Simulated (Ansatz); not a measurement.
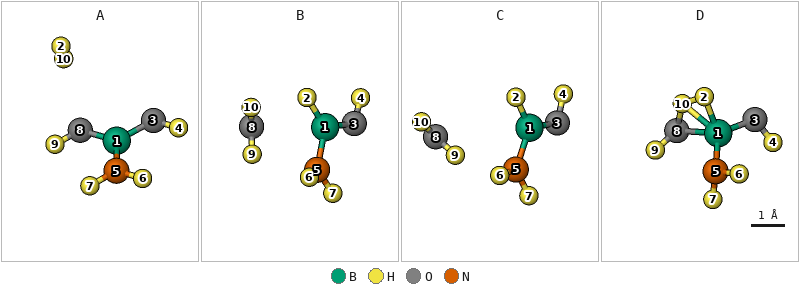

4 geometries from a converged minimum-energy path of BNH$_{6}$O$_{2}$, made up at the start of BNH4O and H2O, shuffled. The picture is a ball-and-stick view, seen at a tilt.

Level of theory: RHF/def2-SVP in Ansatz. Set-up: 5 movable images; climbing image; force threshold 0.05 eV/Å; iteration limit 60; starting path through a guess of the saddle point.

Which of them lies highest in energy?

D. In order along the path, whose images run from 0 to 6: C (image 0, 0.0 kcal/mol), B (image 1, +5.1 kcal/mol), D (image 3, +57.8 kcal/mol), A (image 5, −16.0 kcal/mol). Breaking: B1–H2 (1.20 → 1.40 at the top → 4.41 Å), O8–H10 (0.94 → 1.22 at the top → 2.79 Å). Forming: B1–O8 (3.28 → 1.58 at the top → 1.36 Å), H2–H10 (3.34 → 1.03 at the top → 0.75 Å).

Limits of the set-up: the start holds two separate molecules, 2.4 Å apart at their closest, whose relative position is a soft coordinate and is computed without a dispersion correction; Hartree-Fock leaves out electron correlation.
